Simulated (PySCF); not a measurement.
```json
{"atom": "C", "x (Å)": "2.4859", "y (Å)": "-0.4738", "z (Å)": "0.4257"}
{"atom": "C", "x (Å)": "1.0307", "y (Å)": "-0.7776", "z (Å)": "0.1921"}
{"atom": "P", "x (Å)": "0.6843", "y (Å)": "-2.4974", "z (Å)": "0.1754"}
{"atom": "C", "x (Å)": "-1.0278", "y (Å)": "-2.4959", "z (Å)": "-0.0899"}
{"atom": "C", "x (Å)": "-1.7712", "y (Å)": "-1.3597", "z (Å)": "-0.2777"}
{"atom": "C", "x (Å)": "-1.2512", "y (Å)": "-0.0621", "z (Å)": "-0.2490"}
{"atom": "C", "x (Å)": "-2.2127", "y (Å)": "0.9989", "z (Å)": "-0.5510"}
{"atom": "O", "x (Å)": "-3.4072", "y (Å)": "0.8572", "z (Å)": "-0.6449"}
{"atom": "C", "x (Å)": "0.1004", "y (Å)": "0.2374", "z (Å)": "0.0118"}
{"atom": "Si", "x (Å)": "0.6147", "y (Å)": "2.0699", "z (Å)": "0.1742"}
{"atom": "H", "x (Å)": "2.8764", "y (Å)": "0.1954", "z (Å)": "-0.3386"}
{"atom": "H", "x (Å)": "2.6310", "y (Å)": "-0.0021", "z (Å)": "1.3967"}
{"atom": "H", "x (Å)": "3.0678", "y (Å)": "-1.3949", "z (Å)": "0.4084"}
{"atom": "H", "x (Å)": "-1.5194", "y (Å)": "-3.4600", "z (Å)": "-0.1291"}
{"atom": "H", "x (Å)": "-2.8342", "y (Å)": "-1.4409", "z (Å)": "-0.4694"}
{"atom": "H", "x (Å)": "-1.7523", "y (Å)": "1.9921", "z (Å)": "-0.7250"}
{"atom": "H", "x (Å)": "1.9254", "y (Å)": "2.2084", "z (Å)": "0.8071"}
{"atom": "H", "x (Å)": "-0.3330", "y (Å)": "2.7655", "z (Å)": "1.0454"}
{"atom": "H", "x (Å)": "0.6824", "y (Å)": "2.6488", "z (Å)": "-1.1696"}
```

Geometry: GFN2-xTB.

Computed with PBE0/pcSseg-1, SCF density, gas phase, non-relativistic (PySCF 2.14.0).

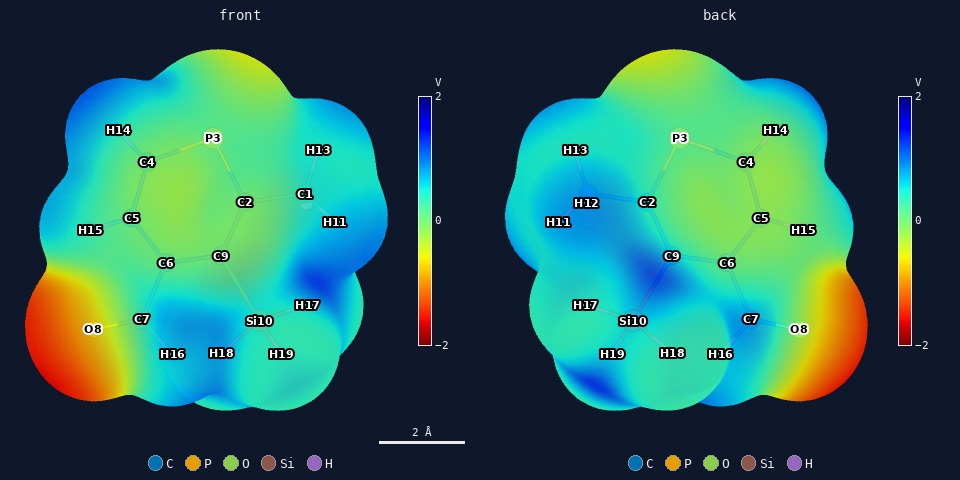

C$_{7}$H$_{9}$OPSi (SMILES Cc1pccc(C=O)c1[SiH3]). The electrostatic potential painted on the density surface at 0.002 e/bohr³, seen from the front and from behind; the colour scale runs from red (negative) to blue (positive).

Which sites attract a positive test charge, and which a negative one?

Answer. A positive charge is drawn to the negative regions and a negative charge to the positive ones. The most negative region (about −1.6 V, or −37 kcal/mol for a unit charge) lies over O8, the most positive (about +1.3 V, or +30 kcal/mol for a unit charge) over Si10. O8 is the likeliest acceptor of a hydrogen bond.
